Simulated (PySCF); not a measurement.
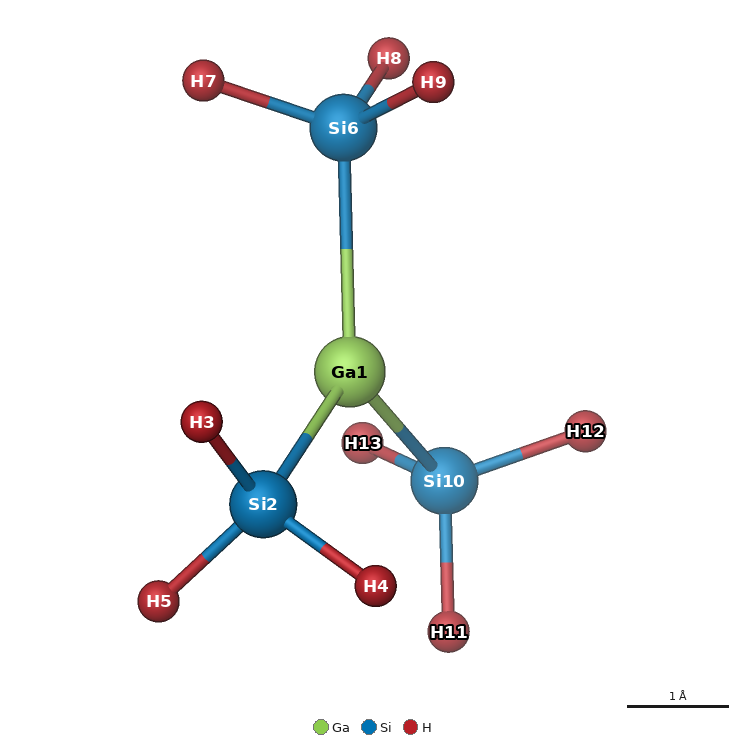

Orthographic view. Depth is shown by fading: the farther an atom, the more it takes the colour of the background. Computed geometry: PBE0-D3(BJ)/def2-SVP optimisation. No frequency run is at hand to confirm it as a minimum.

Give the geometry as a Z-matrix, atoms in numerical order, with these reference atoms: 2 to 1; 3 to 2, 1; 4 to 2, 3, 1; 5 to 2, 3, 4; 6 to 1, 2, 3; 7 to 6, 1, 2; 8 to 6, 7, 1; 9 to 6, 8, 7; 10 to 1, 2, 3; 11 to 10, 1, 2; 12 to 10, 11, 1; 13 to 10, 11, 12.

```
Ga 
Si   1   2.420
H    2   1.497   1   113.9
H    2   1.500   3   107.9   1   121.6
H    2   1.499   3   108.1   4   115.8
Si   1   2.422   2   119.6   3     3.6
H    6   1.499   1   110.3   2   -52.9
H    6   1.496   7   108.1   1   125.5
H    6   1.500   8   107.9   7  -115.8
Si   1   2.420   2   120.6   3  -176.9
H   10   1.497   1   114.4   2    -2.4
H   10   1.499  11   108.1   1   122.7
H   10   1.500  11   108.0  12   115.8
```
